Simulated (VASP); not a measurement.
Band structure of InSb (zinc blende). All values below come from TPSS meta-GGA, VASP's PBE PAW potentials (set 64) (plane waves; VASP 6.6.1).

Unless said otherwise, spin-orbit coupling is left out, though it shifts the bands of the heavy elements here.

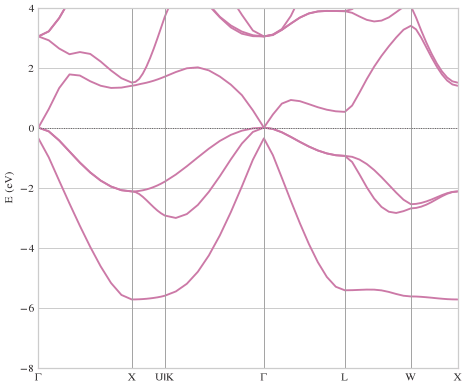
Figure. Bands along high-symmetry lines, zero at the valence-band maximum or, without a gap, the Fermi level

Read the plot: is there a gap, and where are the band edges?

It has no gap at this level: it comes out as a metal or semimetal.

The compound is InSb in the zinc blende structure. It was relaxed first, which changed the volume by +5 %.
